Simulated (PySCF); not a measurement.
**CsBe (charge +1): density, localisation and related maps**

```xyz
2

Cs    0.0000    0.0000   -0.2407
Be    0.0000    0.0000    3.5503
```

Theory: PySCF 2.14.0, PBE0/jorge-DZP-DKH, spin-free X2C-1e, Gaussian nucleus, at a bond length of 3.791 Å.

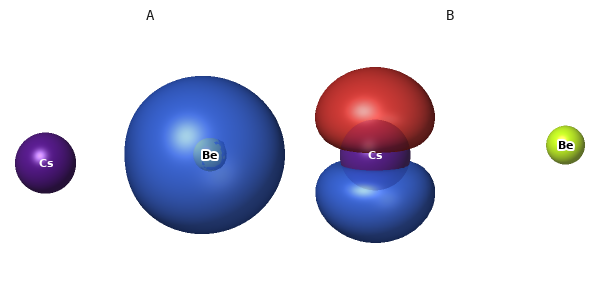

Figure 1. Two frontier orbitals, each drawn at the value that holds 80 % of its norm (blue and red are the two phases), in no order; of a degenerate pair one member is drawn.

Question: Label each orbital by symmetry, say whether it is occupied, and order them by energy.

Answer: Orbital B: π, occupied, −19.94 eV; almost wholly on Cs.
Orbital A: σ, occupied, −10.31 eV; mainly on Be (95 %).

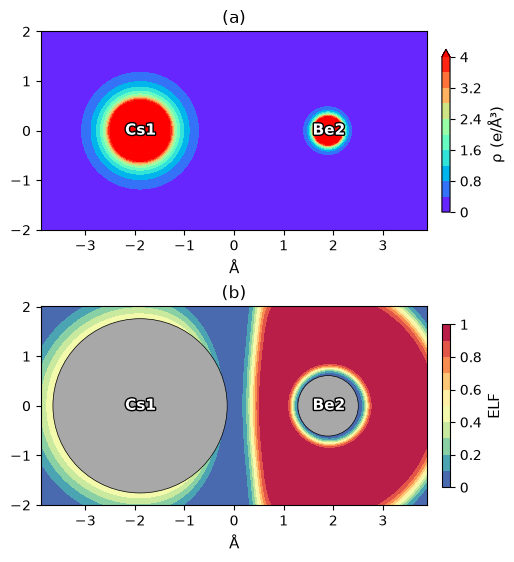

Figure 2. (a) electron density; (b) ELF on a plane that holds the molecular axis. Grey discs cover the atomic cores in the ELF map.

Question: Describe what can be read from this map.

Answer:
- Atoms in the plane: Cs and Be.
- Cs–Be (3.79 Å): the density is about 0.04 e/Å³ at the midpoint; the ELF is about 0.05 at the midpoint.

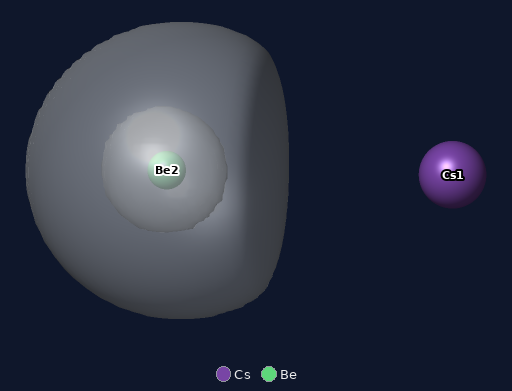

Figure 3. Isosurface of the ELF at 0.75 (grey), seen from one side. Only the valence region is drawn (cores and ρ < 0.01 e/Å³ removed).

Question: Describe the localisation domains.

Answer: At this value the surface marks out one region wrapped around Be (its valence shell).
